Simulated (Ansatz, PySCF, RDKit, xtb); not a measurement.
**SiSbH5O: from the formula to a structure**

Only the formula SiSbH5O is given. Aim: find the structure of lowest free energy at 298.15 K, then its properties.

Plan: many cheap relaxations first (GFN2-xTB), then density-functional screening, relaxation at r2SCAN-D4/def2-SVP, vibrations and a final energy. The numbers are computed, not measured.

3 further runs of the same task are left out: 3 set aside as unsound or not needed.

## 1. Possible bonding patterns

A program enumerates the bonding patterns with one Lewis structure each (two rings at most, one unusual centre or charged pair), with their diastereomers. O–O, O–halogen and N–halogen bonds and N–N–N chains are not drawn. That gives 8 candidates.

| label | SMILES | spin |
| --- | --- | --- |
| c037 | [OH][SbH2+][SiH2-] | singlet |
| c138 | [SiH2-][OH+][SbH2] | singlet |
| c188 | O[SiH-][SbH3+] | singlet |
| c223 | [O-][SbH2+][SiH3] | singlet |
| c357 | [OH][SbH][SiH3] | singlet |
| c424 | [OH2+][SiH-][SbH2] | singlet |
| c586 | [SiH3][O][SbH2] | singlet |
| c858 | O[SiH2][SbH2] | singlet |

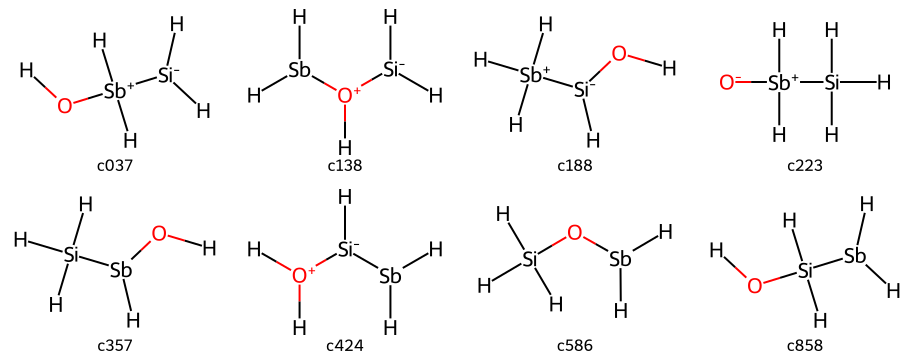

Structural formulas of the candidates.

Candidates are built by distance geometry, with a force field where one applies, in up to four conformers (letters a to d). 10 starts with atoms placed at random are added, to find patterns that the rules miss.

## 2. Cheap relaxation of all starts

All 18 starts are relaxed the same way. One of them, c809 (atoms placed at random), in full:

Contents of start.xyz:

```xyz
8
c809
O      1.962420     0.225350    -0.506400
Sb    -0.914250     1.833360    -0.204950
Si     0.315800    -0.655640     0.177150
H      0.468930     1.662040     0.651910
H      0.653840     0.433680     1.337110
H      0.574580     0.771660    -0.225530
H      1.059420    -0.689390    -1.133360
H     -1.865210     0.293440     0.862180
```

On the command line:

```console
$ xtb start.xyz --gfn 2 --opt
```

What it wrote (excerpt; [...] marks lines left out):

```text
* xtb version 6.7.1
[...]
          :  # basis functions                  29          :
[...]
          :  # electrons                        20          :
[...]
          :  Hamiltonian                  GFN2-xTB          :
[...]
          :  net charge                          0          :
          :  unpaired electrons                  0          :
[...]
   *** convergence criteria satisfied after 15 iterations ***
[...]
   *** GEOMETRY OPTIMIZATION CONVERGED AFTER 55 ITERATIONS ***
[...]
   *** convergence criteria satisfied after 3 iterations ***
[...]
         ::                     SUMMARY                     ::
         :::::::::::::::::::::::::::::::::::::::::::::::::::::
         :: total energy             -10.521134514790 Eh    ::
         :: gradient norm              0.000844873134 Eh/a0 ::
         :: HOMO-LUMO gap              3.000929161324 eV    ::
         ::.................................................::
         :: SCC energy               -10.569313078250 Eh    ::
         :: -> isotropic ES            0.033343362304 Eh    ::
         :: -> anisotropic ES         -0.002550848031 Eh    ::
         :: -> anisotropic XC         -0.018453083334 Eh    ::
         :: -> dispersion             -0.005853538526 Eh    ::
         :: repulsion energy           0.048178563460 Eh    ::
         :: add. restraining           0.000000000000 Eh    ::
         :: total charge               0.000000000000 e     ::
         :::::::::::::::::::::::::::::::::::::::::::::::::::::
[...]
        10        2.0000           -0.3273545              -8.9078 (HOMO)
        11                         -0.2170724              -5.9068 (LUMO)
[...]
     #   Z          covCN         q      C6AA      α(0)
     1   8 O        1.575    -0.466    22.223     6.361
     2  51 Sb       3.006     0.192   369.817    36.610
     3  14 Si       1.855     0.410   183.654    28.800
     4   1 H        0.946    -0.114     6.088     3.857
     5   1 H        0.911    -0.080     4.921     3.470
     6   1 H        0.943    -0.113     6.030     3.839
     7   1 H        0.808     0.280     0.785     1.392
     8   1 H        0.944    -0.108     5.859     3.784
[...]
     #   Z sym  total        # sym  WBO       # sym  WBO       # sym  WBO
 ---------------------------------------------------------------------------
     1   8 O    2.210 --     3 Si   1.276     7 H    0.899
     2  51 Sb   3.033 --     4 H    0.944     8 H    0.942     6 H    0.939
                             3 Si   0.195
     3  14 Si   2.420 --     1 O    1.276     5 H    0.957     2 Sb   0.195
     4   1 H    0.987 --     2 Sb   0.944
     5   1 H    0.994 --     3 Si   0.957
     6   1 H    0.987 --     2 Sb   0.939
     7   1 H    0.922 --     1 O    0.899
     8   1 H    0.988 --     2 Sb   0.942
 ---------------------------------------------------------------------------
[...]
molecular dipole:
                 x           y           z       tot (Debye)
 q only:       -0.337      -0.640      -0.137
   full:       -0.111       0.179      -0.454       1.272
molecular quadrupole (traceless):
[...]
          | TOTAL ENERGY              -10.521134514790 Eh   |
          | GRADIENT NORM               0.000844873134 Eh/α |
          | HOMO-LUMO GAP               3.000929161324 eV   |
           -------------------------------------------------
[...]
```

Wall time 0.99 s (2 threads of AMD EPYC (Zen 3), shared host).

## 3. What the search left

18 of the 18 relaxations converged; 1 ended on a minimum already found. 17 distinct structures remain:

| label | start | SMILES after | spin | energy (kcal/mol) | note |
| --- | --- | --- | --- | --- | --- |
| c586a | drawn | [SiH3][O][SbH2] | singlet | 0.0 |  |
| c138a | drawn | O[SiH2][SbH2] | singlet | 16.5 | bonds changed |
| c844 | random | O=[SiH2].[SbH3] | singlet | 17.8 | fell apart |
| c079 | random | O[SiH2][SbH2] | singlet | 18.1 |  |
| c858a | drawn | O[SiH2][SbH2] | singlet | 19.3 |  |
| c303 | random | O=[SiH2].[SbH3] | singlet | 20.2 | fell apart |
| c357a | drawn | [OH][SbH][SiH3] | singlet | 28.4 |  |
| c188a | drawn | [OH][SiH][SbH3] ‡ | singlet | 46.2 |  |
| c032 | random | [OH][SiH][SbH3] ‡ | singlet | 47.0 |  |
| c325 | random | [H]/[Sb]=[SiH]\O.[H][H] | singlet | 53.8 | fell apart |
| c223a | drawn | [O][SbH2][SiH3] ‡ | singlet | 56.7 |  |
| c809 | random | [OH][SiH].[SbH3] ‡ | singlet | 57.8 | fell apart |
| c037a | drawn | [OH][SbH2][SiH2] ‡ | singlet | 58.4 |  |
| c625 | random | [H][H].[OH][Si][SbH2] ‡ | singlet | 59.1 | fell apart |
| c560 | random | [OH2].[SiH][SbH2] ‡ | singlet | 77.5 | fell apart |
| c424a | drawn | [OH2].[SiH][SbH2] ‡ | singlet | 77.5 | fell apart |
| c651 | random | [OH2].[SiH][SbH2] ‡ | singlet | 78.0 | fell apart |

‡ marks the bonded skeleton alone, with all bonds drawn single: no Lewis structure was assigned that passes a check against the bond lengths.

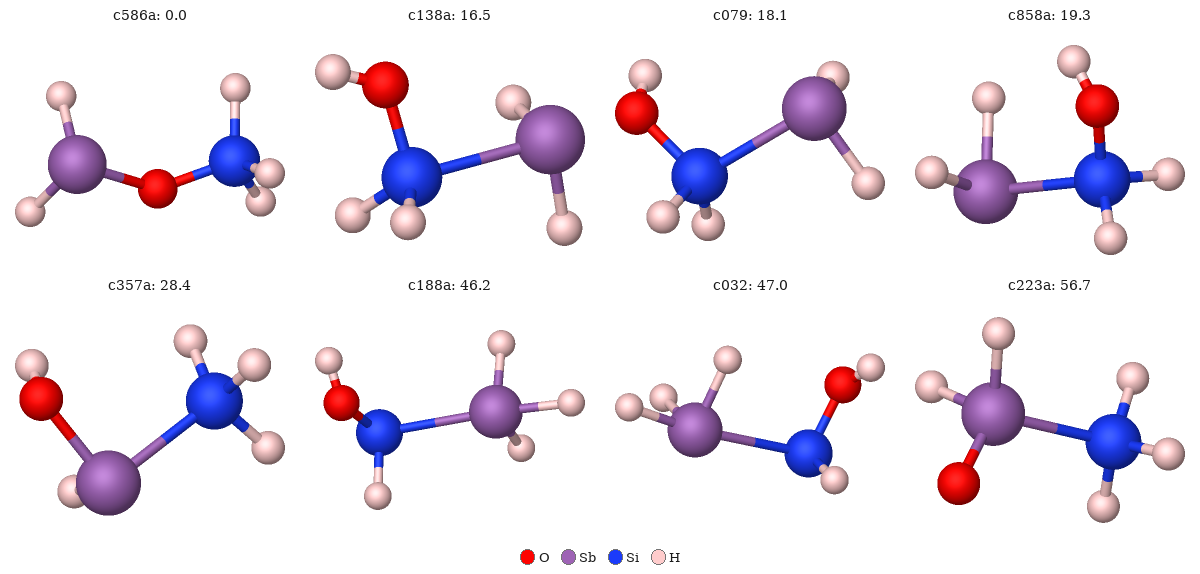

The 8 lowest minima that did not fall apart, with their GFN2-xTB energies in kcal/mol.

## 4. Screening with a density functional

A choice of the minima (the low ones first, few conformers of a pattern, up to a cap) and the lowest that fell apart get a single point at r2SCAN-D4/def2-SVP on the tight-binding geometry, and one at HF/STO-3G for comparison. The lowest singlets are also tried as triplets at the same geometry (label ending in t). Within 25 kcal/mol but not screened, among others: c858a. The first, c586a:

Contents of input.yaml:

```yaml
crystal:
  periodic: [false, false, false]
  atoms:
    - {symbol: O, position_ang: [0.118711, -0.061600, 0.057731]}
    - {symbol: Sb, position_ang: [0.613070, 1.596163, -0.881942]}
    - {symbol: Si, position_ang: [-0.770406, -0.416921, 1.357486]}
    - {symbol: H, position_ang: [-0.307461, 0.333788, 2.527680]}
    - {symbol: H, position_ang: [-0.542337, -1.851110, 1.470783]}
    - {symbol: H, position_ang: [-2.174073, -0.072527, 1.107505]}
    - {symbol: H, position_ang: [1.810085, 0.712458, -1.700803]}
    - {symbol: H, position_ang: [1.785234, 1.976638, 0.298396]}
basis:
  gaussian:
    orbitals: def2-SVP
hamiltonian:
  xc: {name: r2SCAN}
  dispersion: d4
scf:
  lower_state_search: "off"
```

On the command line:

```console
$ ansatz run input.yaml --threads 2 --pin off --max-ram 4350MiB --events-out events.jsonl --progress --plain --runs-dir runs
```

What it wrote (excerpt; [...] marks lines left out):

```text
Warning: RAYON_NUM_THREADS=2 ignored (pool sized by the plan → 2); use --threads N
Functional definition: r2SCAN
  name "r2SCAN"
[...]
945 factors; their error is unknown
[...]
mean field -16540.39665475 eV, -607.8483655785 hartree, gradient 9.1e-6 eV, S^2 0.000000; 0 other end points of the search recorded, 0 dependent functions left out
reference -16540.39666531 eV, -607.8483659666 hartree; 25, 25 occupied and 58, 58 virtual orbitals, 945 factors
Total energy: -16540.43636541 eV, -607.8498249183 hartree
Checks for a lower state left out: stability, starts, cluster_reference, orbital_swaps, neighbouring_geometries, increment
```

It took 4.8 s on 2 threads of AMD EPYC (Zen 3), shared host.

Relative energies in kcal/mol, each column from its lowest structure that stays in one piece:

| label | SMILES | spin | GFN2-xTB | HF/STO-3G | r2SCAN-D4/def2-SVP |
| --- | --- | --- | --- | --- | --- |
| c079 | O[SiH2][SbH2] | singlet | 18.1 | 0.0 | 0.0 |
| c138a | O[SiH2][SbH2] | singlet | 16.5 | 3.3 | 1.7 |
| c586a | [SiH3][O][SbH2] | singlet | 0.0 | 10.1 | 9.5 |
| c357a | [OH][SbH][SiH3] | singlet | 28.4 | 11.0 | 21.4 |
| c844 | O=[SiH2].[SbH3] | singlet | 17.8 | 87.4 | 48.5 |
| c586at | [SiH3][O][SbH2] | triplet | – | – | 98.8 |
| c079t | O[SiH2][SbH2] | triplet | – | – | 107.3 |

Measured from c079, GFN2-xTB misplaces c586a by 28 kcal/mol against r2SCAN-D4/def2-SVP, so minima dropped on its energies alone could hide the lowest isomer.

## 5. Relaxing the best candidates

3 candidates are relaxed at r2SCAN-D4/def2-SVP (chosen among the lowest in one piece). The first, c079:

Contents of input.yaml:

```yaml
crystal:
  periodic: [false, false, false]
  atoms:
    - {symbol: O, position_ang: [-1.557759, -1.568524, 0.627446]}
    - {symbol: Sb, position_ang: [1.432612, -0.313022, -0.381421]}
    - {symbol: Si, position_ang: [-1.102094, -0.353824, -0.362606]}
    - {symbol: H, position_ang: [-1.634753, -0.831493, -1.630648]}
    - {symbol: H, position_ang: [-1.321891, -1.565104, 1.550988]}
    - {symbol: H, position_ang: [-1.797696, 0.872999, 0.034139]}
    - {symbol: H, position_ang: [1.441292, 1.265703, -0.981682]}
    - {symbol: H, position_ang: [1.454187, 0.336445, 1.192323]}
basis:
  gaussian: {orbitals: def2-SVP}
hamiltonian: {xc: {name: r2SCAN}, dispersion: d4}
scf: {lower_state_search: "off"}
relax: {f_tol: 0.003}
```

On the command line:

```console
$ ansatz run input.yaml --threads 2 --pin off --max-ram 4350MiB --events-out events.jsonl --progress --plain --runs-dir runs
```

What it wrote (excerpt; [...] marks lines left out):

```text
Warning: RAYON_NUM_THREADS=2 ignored (pool sized by the plan → 2); use --threads N
[...]
[... 2 set-up lines as earlier in the session ...]
[...]
945 factors; their error is unknown
[...]
mean field -16540.80713255 eV, -607.8634503593 hartree, gradient 4.6e-6 eV, S^2 0.000000; 0 other end points of the search recorded, 0 dependent functions left out
[...]
reference -16540.80714244 eV, -607.8634507230 hartree; 25, 25 occupied and 58, 58 virtual orbitals, 945 factors
relax step   1: F+E_penalty+E_count = -16540.84645995 eV  Δ(F+E_penalty+E_count) = +0.000e0 eV  max|allowed force component| = 1.159e0 eV/Å  Δτ_max = 0.0000 Å  (15 SCF iters, accepted)
[...]
relax step   5: F+E_penalty+E_count = -16540.98552818 eV  Δ(F+E_penalty+E_count) = -7.751e-3 eV  max|allowed force component| = 6.912e-2 eV/Å  Δτ_max = 0.0437 Å  (18 SCF iters, accepted)
[...]
Total energy: -16540.98815344 eV, -607.8701027543 hartree
Atom 0 at    -1.620910    -1.657005     0.664670 Å, force     0.001975     0.002998     0.000976 eV/Å
Atom 1 at     1.490860    -0.286485    -0.394854 Å, force     0.000352     0.000071     0.000151 eV/Å
Atom 2 at    -1.104769    -0.424359    -0.341209 Å, force    -0.001190    -0.002561     0.000413 eV/Å
Atom 3 at    -1.599308    -0.780163    -1.699877 Å, force    -0.000006     0.000296    -0.000111 eV/Å
Atom 4 at    -1.410920    -1.557904     1.600721 Å, force    -0.001074    -0.001025    -0.001465 eV/Å
Atom 5 at    -1.689903     0.896144     0.059206 Å, force    -0.000008     0.000222     0.000126 eV/Å
Atom 6 at     1.378572     1.301596    -1.044037 Å, force    -0.000117    -0.000004     0.000107 eV/Å
Atom 7 at     1.470276     0.351357     1.203919 Å, force     0.000068     0.000004    -0.000197 eV/Å
Dipole moment:     0.041176     0.086709     0.215401 e Å
Checks for a lower state left out: stability, starts, cluster_reference, orbital_swaps, neighbouring_geometries, increment
```

Wall time 83 s (2 threads of AMD EPYC (Zen 3), shared host).

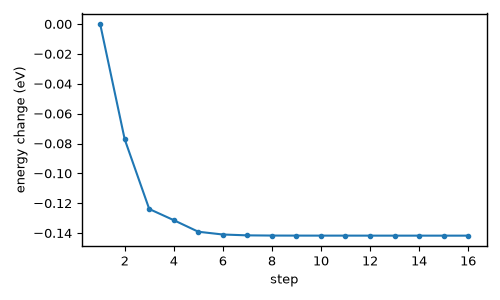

Energy along the run, all evaluated steps.

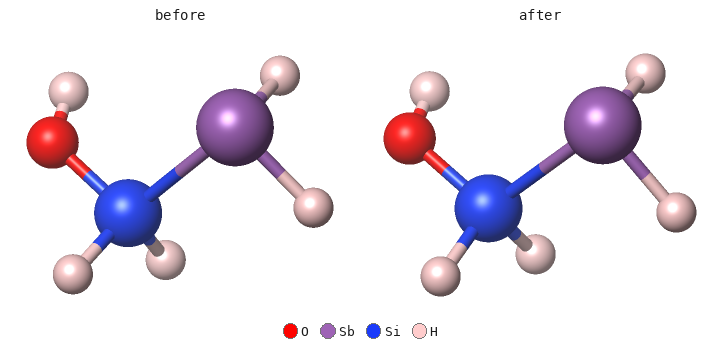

Before and after, at one scale.

After the run. Bond lengths: O1–Si3 1.673 Å, Sb2–Si3 2.600 Å, Si3–H4 1.489 Å, O1–H5 0.964 Å, Si3–H6 1.499 Å, Sb2–H7 1.719 Å, Sb2–H8 1.721 Å. Angles: O1–Si3–Sb2 111.1°, O1–Si3–H4 105.7°, O1–Si3–H6 111.6°, Sb2–Si3–H4 109.0°, Sb2–Si3–H6 110.4°, Si3–O1–H5 116.2°, Si3–Sb2–H7 89.5°, Si3–Sb2–H8 89.3°, H4–Si3–H6 108.9°, H7–Sb2–H8 90.4°.

## 6. Ranking at r2SCAN-D4/def2-SVP

| label | spin | r2SCAN-D4/def2-SVP (kcal/mol) | r2SCAN-D4/def2-SVP, relaxed (kcal/mol) | time |
| --- | --- | --- | --- | --- |
| c079 | singlet | 0.0 | 0.0 | 83 s |
| c138a | singlet | 1.7 | 0.3 | 79 s |
| c586a | singlet | 9.5 | 8.5 | 3.7 min |

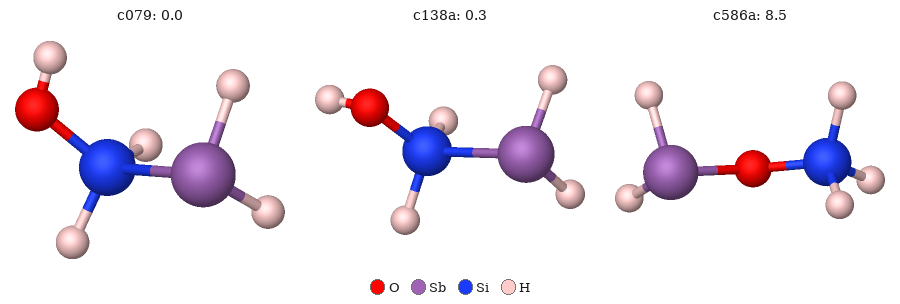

The relaxed structures, with energies at r2SCAN-D4/def2-SVP in kcal/mol.

## 7. Vibrations and thermal terms

The lowest few in one piece go on as finalists. Harmonic vibrations at r2SCAN-D4/def2-SVP test each finalist and give the zero-point energy and the thermal terms. The first, c079:

Contents of input.yaml:

```yaml
crystal:
  periodic: [false, false, false]
  atoms:
    - {symbol: O, position_ang: [-1.620910, -1.657005, 0.664670]}
    - {symbol: Sb, position_ang: [1.490860, -0.286485, -0.394854]}
    - {symbol: Si, position_ang: [-1.104769, -0.424359, -0.341209]}
    - {symbol: H, position_ang: [-1.599308, -0.780163, -1.699877]}
    - {symbol: H, position_ang: [-1.410920, -1.557904, 1.600721]}
    - {symbol: H, position_ang: [-1.689903, 0.896144, 0.059206]}
    - {symbol: H, position_ang: [1.378572, 1.301596, -1.044037]}
    - {symbol: H, position_ang: [1.470276, 0.351357, 1.203919]}
basis:
  gaussian:
    orbitals: def2-SVP
hamiltonian:
  xc: {name: r2SCAN}
  dispersion: d4
scf:
  lower_state_search: off
phonons: {}
```

On the command line:

```console
$ ansatz run input.yaml --threads 2 --pin off --max-ram 4350MiB --events-out events.jsonl --progress --plain --runs-dir runs
```

What it wrote (excerpt; [...] marks lines left out):

```text
Warning: RAYON_NUM_THREADS=2 ignored (pool sized by the plan → 2); use --threads N
[... 2 set-up lines as earlier in the session ...]
[...]
945 factors; their error is unknown
[...]
mean field -16540.94901556 eV, -607.8686644639 hartree, gradient 9.2e-6 eV, S^2 0.000000; 0 other end points of the search recorded, 0 dependent functions left out
[...]
reference -16540.94902543 eV, -607.8686648266 hartree; 25, 25 occupied and 58, 58 virtual orbitals, 945 factors
[...]
945 factors; their error is unknown
mean field -16540.94899351 eV, -607.8686636534 hartree, gradient 1.8e-6 eV, S^2 0.000000; 0 other end points of the search recorded, 0 dependent functions left out
[...]
reference -16540.94900337 eV, -607.8686640160 hartree; 25, 25 occupied and 58, 58 virtual orbitals, 945 factors
[...]
945 factors; their error is unknown
[...]
Atom 1 at     1.490860    -0.286485    -0.394854 Å, force     0.000350     0.000125     0.000193 eV/Å
Atom 2 at    -1.104769    -0.424359    -0.341209 Å, force    -0.001170    -0.002390     0.000239 eV/Å
Atom 3 at    -1.599308    -0.780163    -1.699877 Å, force    -0.000058     0.000247    -0.000072 eV/Å
Atom 4 at    -1.410920    -1.557904     1.600721 Å, force    -0.001048    -0.001008    -0.001466 eV/Å
Atom 5 at    -1.689903     0.896144     0.059206 Å, force     0.000022     0.000191     0.000120 eV/Å
Atom 6 at     1.378572     1.301596    -1.044037 Å, force    -0.000119    -0.000031     0.000145 eV/Å
Atom 7 at     1.470276     0.351357     1.203919 Å, force     0.000067    -0.000039    -0.000212 eV/Å
Dipole moment:     0.041177     0.086711     0.215399 e Å
Vibrations: 66.53 143.25 245.37 307.23 395.91 523.49 593.71 718.65 818.11 831.62 866.44 896.58 944.09 1924.27 1936.70 2181.98 2243.23 3880.93 cm⁻¹, zero-point energy 1.209967 eV
Checks for a lower state left out: stability, starts, cluster_reference, orbital_swaps, neighbouring_geometries, increment
```

Wall time 3.3 min (2 threads of AMD EPYC (Zen 3), shared host).

## 8. Thermal terms of the finalists

At 298.15 K and 1 atm, ideal gas, rigid rotor and harmonic oscillator:

| label | SMILES | spin | point group | lowest mode (cm⁻¹) | zero-point (kcal/mol) | G − E (kcal/mol) |
| --- | --- | --- | --- | --- | --- | --- |
| c079 | O[SiH2][SbH2] | singlet | C1 | 67 | 27.9 | 7.8 |
| c138a | O[SiH2][SbH2] | singlet | C1 | 90 | 27.8 | 7.8 |
| c586a | [SiH3][O][SbH2] | singlet | C1 | 22 | 26.6 | 5.6 |

Chiral structures get −RT ln 2 for their mirror image.

## 9. The final energy

Each finalist gets a single point at CCSD(T)/def2-TZVP.

c079, CCSD(T)/def2-TZVP:

Contents of input.yaml:

```yaml
crystal:
  periodic: [false, false, false]
  atoms:
    - symbol: O
      position_ang: [-1.620910, -1.657005, 0.664670]
    - symbol: Sb
      position_ang: [1.490860, -0.286485, -0.394854]
    - symbol: Si
      position_ang: [-1.104769, -0.424359, -0.341209]
    - symbol: H
      position_ang: [-1.599308, -0.780163, -1.699877]
    - symbol: H
      position_ang: [-1.410920, -1.557904, 1.600721]
    - symbol: H
      position_ang: [-1.689903, 0.896144, 0.059206]
    - symbol: H
      position_ang: [1.378572, 1.301596, -1.044037]
    - symbol: H
      position_ang: [1.470276, 0.351357, 1.203919]
basis:
  gaussian: {orbitals: def2-TZVP}
correlation: {method: ccsd_t, frozen_orbitals: {Si: 5, H: 0, Sb: 4, O: 1}}
```

On the command line:

```console
$ ansatz run input.yaml --threads 2 --pin off --max-ram 4350MiB --events-out events.jsonl --progress --plain --runs-dir runs
```

What it wrote (excerpt; [...] marks lines left out):

```text
Warning: RAYON_NUM_THREADS=2 ignored (pool sized by the plan → 2); use --threads N
Functional definition: HF
  name "HF"
[...]
1135 factors; integrals over basis functions are off by at most 1.4e-3 eV
[...]
mean field -16491.33789614 eV, -606.0454894527 hartree, gradient 2.9e-6 eV, S^2 0.000000; 0 other end points of the search recorded, 0 dependent functions left out
10 core orbitals not correlated: weight in the atoms' cores, before any rotation towards them, 1.000 or more for the frozen orbitals, at most 0.000 for the correlated occupied ones
reference -16491.33789614 eV, -606.0454894527 hartree; 15, 15 occupied and 123, 123 virtual orbitals, 1135 factors
second order -19.25704721 eV of doubles, -0.00000000 eV of singles
cycle   1  -19.29118178 eV  change   -3.4e-2 eV  update   1.1e-1
[...]
cycle  10  -19.90977976 eV  change   -4.3e-6 eV  update   8.8e-6
perturbative correction -0.62582124 eV, -0.0229985062 hartree
Total energy: -16511.87349713 eV, -606.8001588697 hartree
```

It took 86 s on 2 threads of AMD EPYC (Zen 3), shared host; peak memory 1.1 GiB.

## 10. c138a at CCSD(T)/def2-TZVP

Contents of input.yaml:

```yaml
basis:
  gaussian:
    orbitals: def2-TZVP
crystal:
  periodic: [false, false, false]
  atoms:
    - symbol: O
      position_ang: [-1.677842, -0.370795, 0.879832]
    - symbol: Sb
      position_ang: [0.483174, 2.167459, 0.113110]
    - symbol: Si
      position_ang: [-0.012014, -0.221432, 0.940881]
    - symbol: H
      position_ang: [0.509953, -0.361564, 2.340302]
    - symbol: H
      position_ang: [0.658941, -1.273776, 0.110516]
    - symbol: H
      position_ang: [-2.039837, -1.234735, 1.111393]
    - symbol: H
      position_ang: [0.445866, 1.632616, -1.518686]
    - symbol: H
      position_ang: [2.164785, 1.820013, 0.209856]
total_charge: 0
correlation:
  method: ccsd_t
  frozen_orbitals: {Si: 5, H: 0, Sb: 4, O: 1}
```

On the command line:

```console
$ ansatz run input.yaml --threads 2 --pin off --max-ram 4350MiB --events-out events.jsonl --progress --plain --runs-dir runs
```

What it wrote (excerpt; [...] marks lines left out):

```text
Warning: RAYON_NUM_THREADS=2 ignored (pool sized by the plan → 2); use --threads N
[... 2 set-up lines as earlier in the session ...]
[...]
1135 factors; integrals over basis functions are off by at most 1.2e-3 eV
[...]
mean field -16491.35357254 eV, -606.0460655500 hartree, gradient 7.1e-6 eV, S^2 0.000000; 0 other end points of the search recorded, 0 dependent functions left out
10 core orbitals not correlated: weight in the atoms' cores, before any rotation towards them, 1.000 or more for the frozen orbitals, at most 0.000 for the correlated occupied ones
reference -16491.35357254 eV, -606.0460655500 hartree; 15, 15 occupied and 123, 123 virtual orbitals, 1135 factors
second order -19.24871752 eV of doubles, -0.00000000 eV of singles
cycle   1  -19.28939362 eV  change   -4.1e-2 eV  update   1.0e-1
[...]
cycle   9  -19.90422655 eV  change   -3.1e-5 eV  update   2.0e-5
perturbative correction -0.62198086 eV, -0.0228573750 hartree
Total energy: -16511.87977995 eV, -606.8003897591 hartree
```

It took 79 s on 2 threads of AMD EPYC (Zen 3), shared host; peak memory 1.1 GiB.

[end of part 1 of 2]
